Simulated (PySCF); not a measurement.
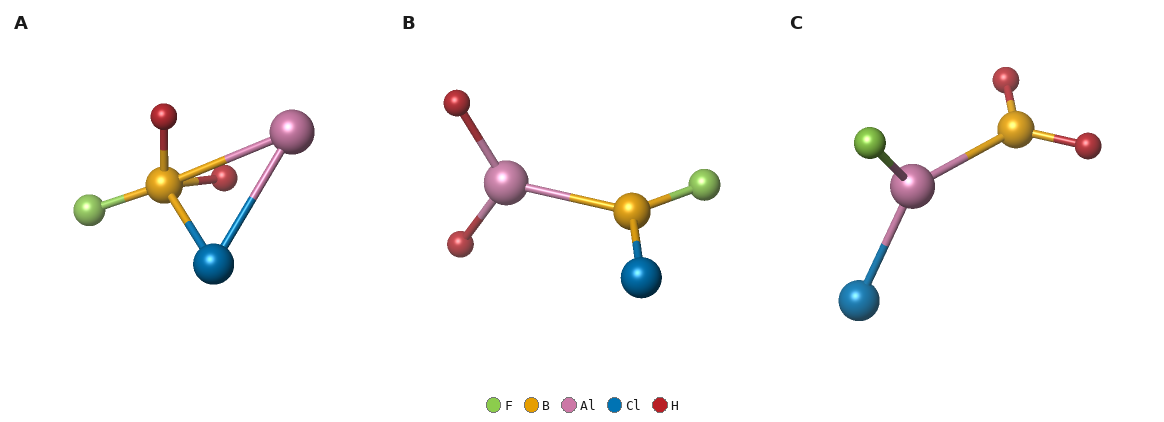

3 stationary structures of one formula. Geometries: PBE0-D4/def2-TZVP. Electronic energies: PBE0-D4/def2-TZVP (PySCF 2.14.0), without zero-point energy. No frequency run is at hand to confirm each as a minimum.

### Which structure is the most stable?

C is lowest (Cs); A lies 0.537 eV above it (Cs), B lies 1.098 eV above it (Cs).
